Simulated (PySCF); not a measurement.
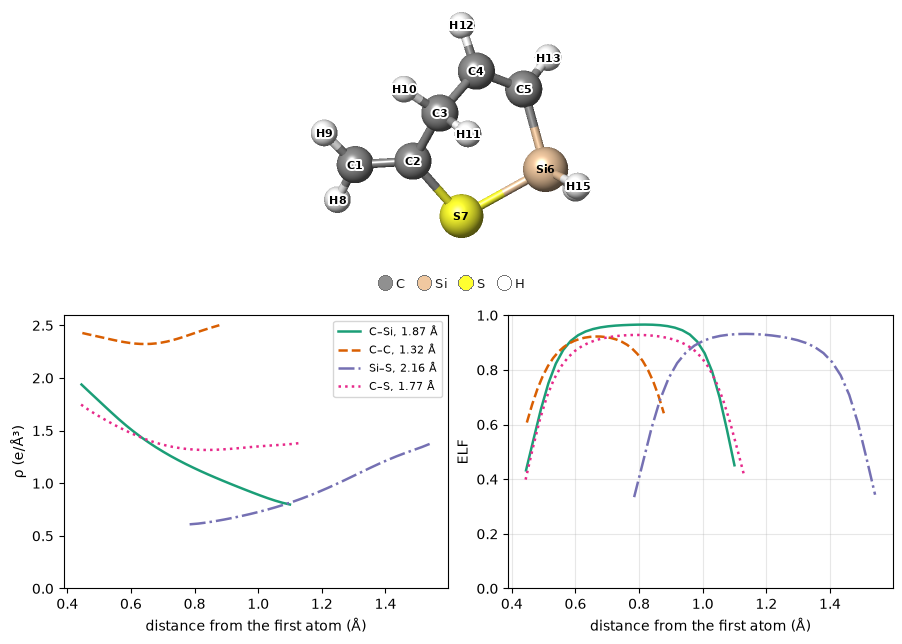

C$_{5}$H$_{8}$SSi (SMILES C=C1CC=C[SiH2]S1). Total electron density and ELF along straight lines between neighbouring atoms. The curves leave out the atomic cores. The structure is drawn too.

Geometry: GFN2-xTB.

Computed with wB97X-D/def2-SVPD, SCF density, gas phase (PySCF).

```xyz
15

C     2.3379   -0.0511   -0.8308
C     1.2053    0.2606   -0.2179
C     0.5551   -0.6236    0.8132
C    -0.7143   -1.2245    0.2821
C    -1.7457   -0.4762   -0.0943
Si   -1.6332    1.3910   -0.0239
S     0.4149    1.8043   -0.5866
H     2.7789    0.6043   -1.5601
H     2.8634   -0.9644   -0.6098
H     1.2580   -1.4085    1.0960
H     0.3347   -0.0222    1.7011
H    -0.7370   -2.3032    0.1946
H    -2.6307   -0.9496   -0.4943
H    -2.4515    2.0636   -1.0206
H    -1.8403    1.9075    1.3292
```

Question: What can be read from the curves?

Answer: C–Si (1.87 Å): the density is about 0.97 e/Å³ at the midpoint; the ELF peaks at about 0.95 between the atoms: a shared electron pair.
C–C (1.32 Å): the density is about 2.3 e/Å³ at the midpoint; the ELF peaks at about 0.90 between the atoms; a short, multiple covalent bond.
Si–S (2.16 Å): the density is about 0.8 e/Å³ at the midpoint; the ELF peaks at about 0.95 between the atoms; a shared electron pair.
C–S (1.77 Å): the density is about 1.3 e/Å³ at the midpoint; the ELF peaks at about 0.95 between the atoms; a covalent bond.
